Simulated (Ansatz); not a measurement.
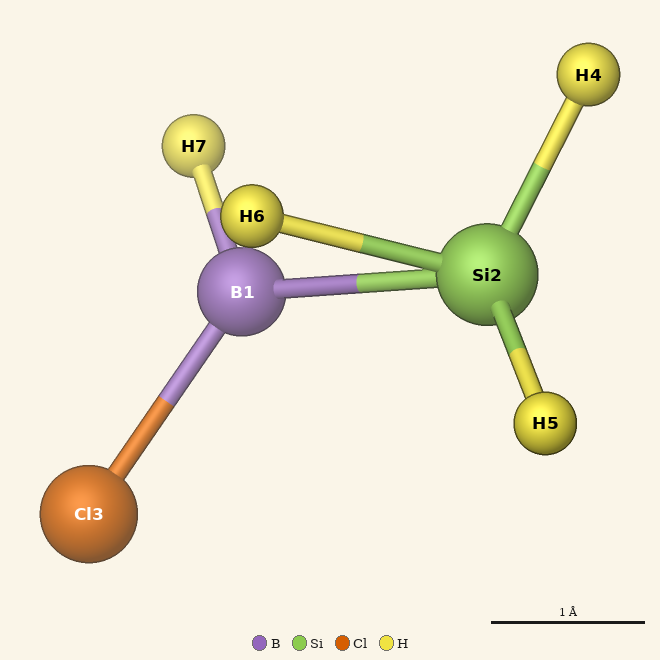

Orthographic view. Atoms fade into the background with distance from the viewer. Computed geometry: PBE0-D4/def2-TZVP optimisation. No frequency run is at hand to confirm it as a minimum.

Give the distance matrix in Å.

```
atom    B1   Si2   Cl3    H4    H5    H6    H7
  B1  0.00                                    
 Si2  1.90  0.00                              
 Cl3  1.77  3.22  0.00                        
  H4  2.94  1.48  4.54  0.00                  
  H5  2.99  1.48  3.70  2.46  0.00            
  H6  1.47  1.63  2.65  2.40  2.45  0.00      
  H7  1.19  2.67  2.58  3.20  3.99  2.11  0.00
```
